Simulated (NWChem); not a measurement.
# Si2H6 (disilane) at CAM-B3LYP/jorge-DZP

Aim: the vertical ionisation energy of Si2H6 (disilane) at CAM-B3LYP/jorge-DZP, from 2 runs. 

The results are computed with NWChem 7.3.0.

## 1. The molecule

The species is Si2H6 (8 atoms), meant as a singlet with charge 0. As SMILES, `[SiH3][SiH3]`. The shape is that of a PBE0-D4/def2-TZVP optimisation.

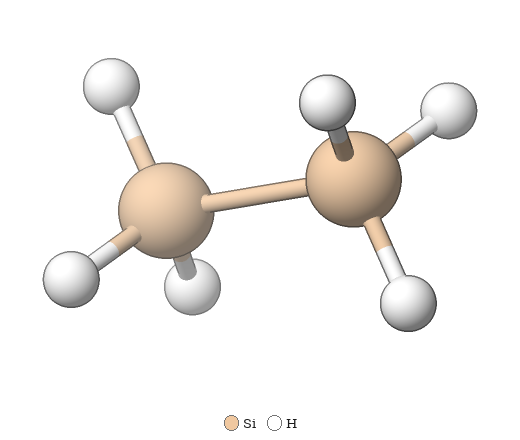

The structure, seen from a chosen angle (silicon light orange, hydrogen white).

## 2. The energy at CAM-B3LYP/jorge-DZP

Input file h6si2.nw:

```
start h6si2
title "H6Si2 energy"
memory total 2200 mb

geometry units angstroms noautosym nocenter noautoz
Si   -0.340500    0.490200   -1.004900
Si    0.363500   -0.504400    0.991000
H     0.833900    0.948200   -1.794900
H    -1.112900   -0.483900   -1.821900
H    -1.208000    1.664100   -0.717900
H     1.139000    0.468600    1.806300
H     1.228100   -1.680500    0.704000
H    -0.811000   -0.959200    1.782600
end

basis spherical bse
Si library jorge-DZP
H library jorge-DZP
end

dft
xc xcamb88 1.00 lyp 0.81 vwn_5 0.19 hfexch 1.00
cam 0.33 cam_alpha 0.19 cam_beta 0.46
mult 1
grid fine
convergence energy 1e-08
direct
iterations 100
mulliken
print low
end

task dft
```

On the command line:

```
$ nwchem h6si2.nw > h6si2.out
```

Standard output, shortened:

```text
[...]
 d= 0,ls=0.0,diis     1   -582.5446170364 -6.73D+02  4.58D-03  2.57D+00     3.0
[...]
 d= 0,ls=0.0,diis     7   -582.5714567628 -4.09D-09  5.80D-07  6.36D-10    19.2
         Total DFT energy =     -582.571456762828
      One electron energy =     -986.547770443735
           Coulomb energy =      357.224672420700
    Exchange-Corr. energy =      -44.021446474684
 Nuclear repulsion energy =       90.773087734890
[...]
      Total Density - Mulliken Population Analysis
     ---------------------------------------------
    Atom       Charge   Shell Charges
 -----------   ------   -------------------------------------------------------
    1 Si  14    13.77   0.39  0.80  0.70  0.13  1.95  0.94  0.30  5.33  0.73  1.52  0.82  0.16
    2 Si  14    13.77   0.39  0.80  0.70  0.13  1.95  0.94  0.30  5.33  0.73  1.52  0.82  0.16
    3 H    1     1.08   0.73  0.34  0.01
    4 H    1     1.08   0.73  0.34  0.01
    5 H    1     1.08   0.73  0.34  0.01
    6 H    1     1.08   0.73  0.34  0.01
    7 H    1     1.08   0.73  0.34  0.01
    8 H    1     1.08   0.73  0.34  0.01
[...]
```

Wall time 20 s (1 thread of Intel Xeon Platinum 8488C (Sapphire Rapids), shared host); peak memory 0.12 GiB.

## 3. The doublet cation at the same level

Input file sp.nw:

```
start sp
title "H6Si2 CAM-B3LYP"
memory stack 880 mb heap 220 mb global 1100 mb
charge 1
geometry noautosym nocenter noautoz
  Si   -0.340500    0.490200   -1.004900
  Si    0.363500   -0.504400    0.991000
  H     0.833900    0.948200   -1.794900
  H    -1.112900   -0.483900   -1.821900
  H    -1.208000    1.664100   -0.717900
  H     1.139000    0.468600    1.806300
  H     1.228100   -1.680500    0.704000
  H    -0.811000   -0.959200    1.782600
end
basis spherical bse
  Si library jorge-DZP
  H library jorge-DZP
end
dft
  xc xcamb88 1.00 lyp 0.81 vwn_5 0.19 hfexch 1.00
  cam 0.33 cam_alpha 0.19 cam_beta 0.46
  mult 2
  grid fine
  convergence energy 1e-08
  direct
  iterations 100
  mulliken
  print low
end
task dft
```

On the command line:

```
$ nwchem sp.nw > sp.out
```

Standard output, shortened:

```text
[...]
 d= 0,ls=0.0,diis     1   -582.0982162135 -6.73D+02  5.66D-03  1.15D+00     3.5
[...]
 d= 0,ls=0.0,diis     9   -582.1805761823 -3.71D-09  4.69D-07  2.66D-10    30.2
[...]
         Total DFT energy =     -582.180576182282
      One electron energy =     -978.042085940528
           Coulomb energy =      348.810272033252
    Exchange-Corr. energy =      -43.721850009897
 Nuclear repulsion energy =       90.773087734890
[...]
      Total Density - Mulliken Population Analysis
     ---------------------------------------------
    Atom       Charge   Shell Charges
 -----------   ------   -------------------------------------------------------
    1 Si  14    13.68   0.39  0.80  0.70  0.13  1.95  1.03  0.30  5.33  0.72  1.50  0.67  0.16
    2 Si  14    13.68   0.39  0.80  0.70  0.13  1.95  1.03  0.30  5.33  0.72  1.50  0.67  0.16
    3 H    1     0.94   0.70  0.23  0.01
    4 H    1     0.94   0.70  0.23  0.01
    5 H    1     0.94   0.70  0.23  0.01
    6 H    1     0.94   0.70  0.23  0.01
    7 H    1     0.94   0.70  0.23  0.01
    8 H    1     0.94   0.70  0.23  0.01
[...]
      <S2> =      0.7530 (Exact =     0.7500)
[...]
```

Run time: 31 s. Hardware: 1 thread of Intel Xeon Platinum 8488C (Sapphire Rapids), shared host; peak memory 0.12 GiB.

## 4. Results

Level: CAM-B3LYP/jorge-DZP.

| quantity | value |
| --- | --- |
| singlet Si2H6: total energy | -582.57146 Eh |
| doublet cation: total energy | -582.18058 Eh |
| doublet cation: ⟨S²⟩ | 0.753 |
| vertical ionisation energy (to the doublet cation) | 10.636 eV |

Removing an electron at fixed nuclei costs 10.64 eV (245 kcal/mol).
